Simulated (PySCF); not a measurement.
```json
{"atom": "Te", "x (Å)": "0.0000", "y (Å)": "0.0000", "z (Å)": "-0.9081"}
{"atom": "Br", "x (Å)": "0.0000", "y (Å)": "0.0000", "z (Å)": "1.4949"}
```

Core potentials replace the inner electrons of Te.

All numbers below come from PBE0/def2-SVP, non-relativistic Hamiltonian with scalar-relativistic core potentials where named, at a bond length of 2.403 Å (PySCF 2.14.0).

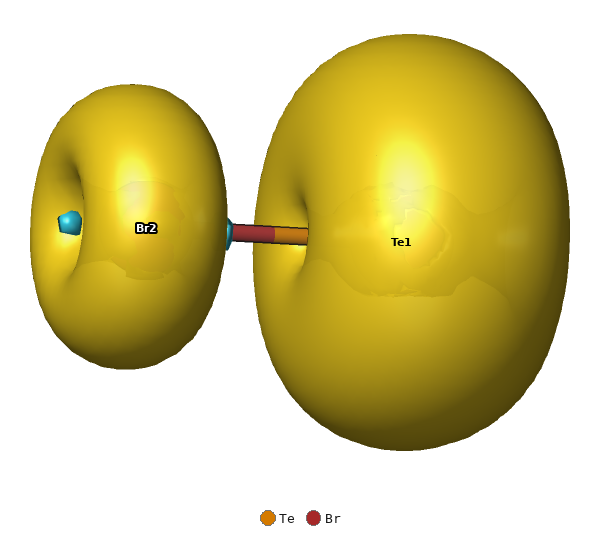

TeBr (charge +1, triplet). Isosurfaces of the spin density at +0.02 (yellow) and −0.02 e/Å³ (cyan), seen from one side.

Describe the spin distribution.

Answer. The unpaired spin (2 electrons) lies mostly on Te1 (about 1.7) and Br2 (about 0.3), in electrons by Hirshfeld's partition.
